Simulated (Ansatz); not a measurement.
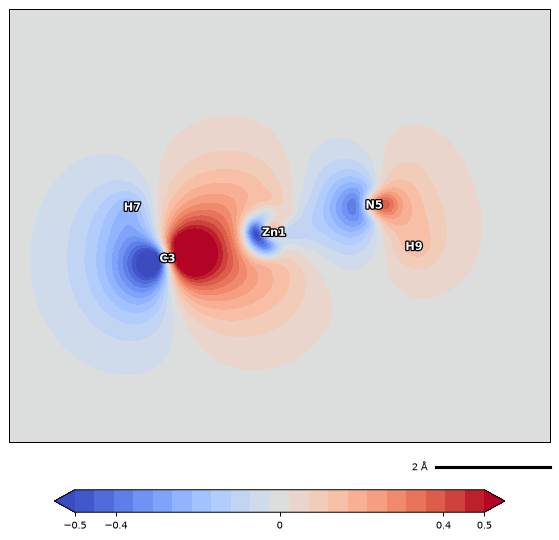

CH$_{5}$NZn···H$_{2}$. The HOMO−1 on the plane of atoms Zn1, C3 and H7 (values in Å⁻³ᐟ²; the overall sign is arbitrary).

The product side of a reaction path; geometry: PBE0-D4/def2-TZVP.

The calculation used RKS PBE0-D4/def2-TZVPP (Ansatz).

Input

```
crystal:
  periodic: [false, false, false]
  atoms:
    - {symbol: Zn, position_ang: [0.332032, 0.001545, 0.568620]}
    - {symbol: H, position_ang: [-1.860572, -0.922312, -3.233686]}
    - {symbol: C, position_ang: [0.815399, 1.638583, 1.462486]}
    - {symbol: H, position_ang: [-1.483196, -1.014760, -2.591142]}
    - {symbol: N, position_ang: [-0.183064, -1.475955, -0.371764]}
    - {symbol: H, position_ang: [1.298516, 2.330600, 0.768660]}
    - {symbol: H, position_ang: [-0.071385, 2.133081, 1.866350]}
    - {symbol: H, position_ang: [1.503485, 1.449155, 2.289048]}
    - {symbol: H, position_ang: [0.531345, -2.055912, -0.788712]}
    - {symbol: H, position_ang: [-0.882461, -2.084125, 0.030139]}
basis:
  gaussian: {orbitals: def2-TZVPP}
hamiltonian: {xc: pbe0, dispersion: d4}
output: {orbitals: {seedname: orbitals}}
```

Run with:

```sh
ansatz run in.yaml --threads 4 --pin off --events-out ev --progress --plain --max-ram 9574MiB
```

> What is the character of this orbital?

By Hirshfeld shares it lies mainly on C3 (about 45 %), Zn1 (about 25 %) and N5 (about 10 %). Its energy is −8.10 eV.
